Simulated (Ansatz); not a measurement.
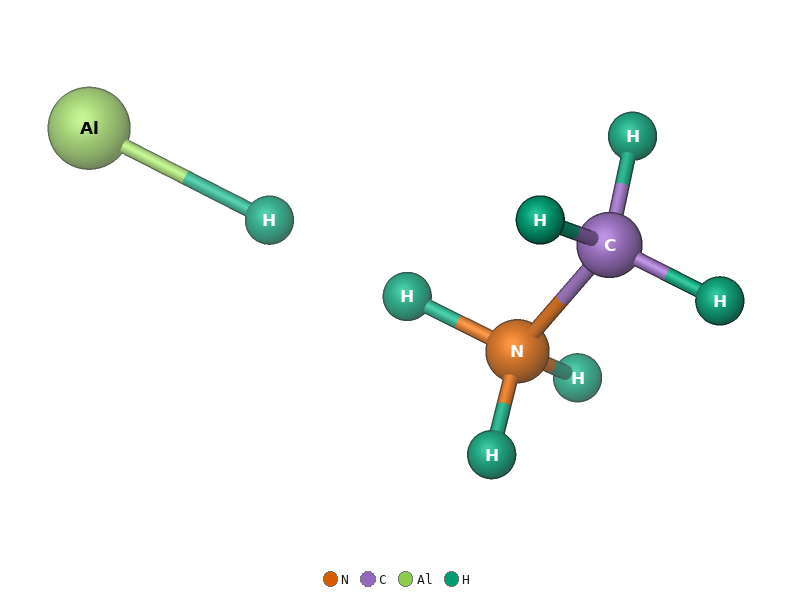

Atoms fade into the background with distance from the viewer. Charge +1, singlet. The computed structure is the end point of a PBE0-D4/def2-TZVP optimisation. No frequency run is at hand to confirm it as a minimum.

Question: Which symmetry elements does this geometry have?

Answer: It has 1 mirror plane, so the point group is Cs. The group has 2 operations. The geometry is achiral, and symmetry allows a dipole moment.
